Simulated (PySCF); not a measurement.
```yaml
atoms:
  - { symbol: C, position_ang: [2.0313, 0.5831, 0.4747] }
  - { symbol: C, position_ang: [1.0183, -0.0152, -0.1236] }
  - { symbol: F, position_ang: [1.2449, -0.7698, -1.2233] }
  - { symbol: C, position_ang: [-0.4489, 0.0878, 0.2320] }
  - { symbol: C, position_ang: [-1.0887, -1.3023, 0.2928] }
  - { symbol: C, position_ang: [-1.0970, 0.9315, -0.8063] }
  - { symbol: Cl, position_ang: [-1.0570, 2.6165, -0.6583] }
  - { symbol: H, position_ang: [3.0374, 0.4742, 0.1105] }
  - { symbol: H, position_ang: [1.8777, 1.1889, 1.3465] }
  - { symbol: H, position_ang: [-0.5190, 0.5795, 1.2061] }
  - { symbol: H, position_ang: [-0.5918, -1.9056, 1.0487] }
  - { symbol: H, position_ang: [-0.9981, -1.8018, -0.6683] }
  - { symbol: H, position_ang: [-2.1421, -1.2164, 0.5440] }
  - { symbol: H, position_ang: [-1.2677, 0.5492, -1.7976] }
```

Geometry: GFN2-xTB.

All numbers below come from UKS B3LYP, pcH-1 on C Cl F H, non-relativistic, mean-field spin-orbit, GIAO in PySCF.

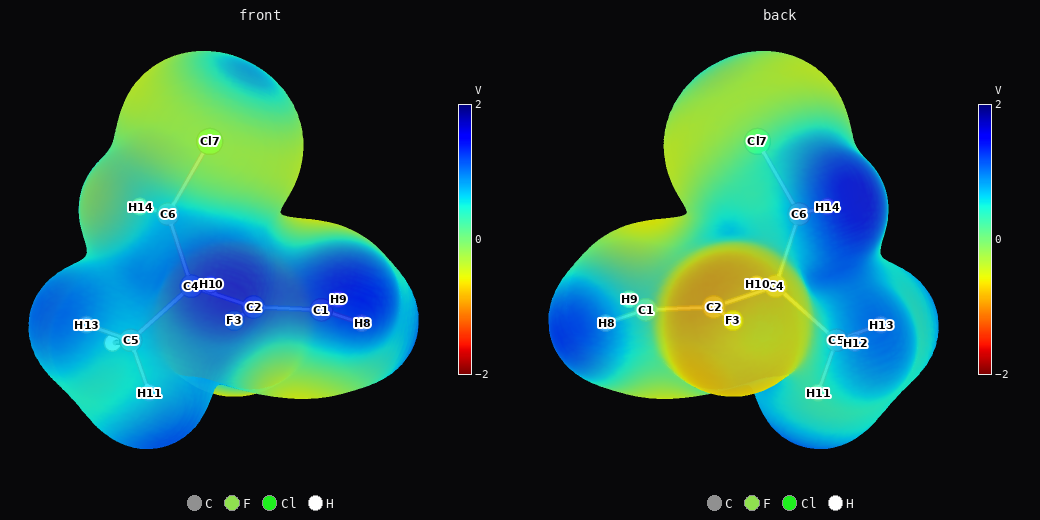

C5H7ClF (SMILES C=C(F)[C@H](C)[CH]Cl) (doublet). The molecular electrostatic potential painted on the density surface at 0.004 e/bohr³, seen from the front and from behind; the colour scale runs from red (negative) to blue (positive).

Describe the electrostatic potential map.

Answer. The most negative region (about −0.8 V) lies over F3, the most positive (about +1.5 V) over H9 and H14. Cl7 shows a σ-hole: about +0.8 V at the tip opposite its bond, against about −0.3 V on its flanks.
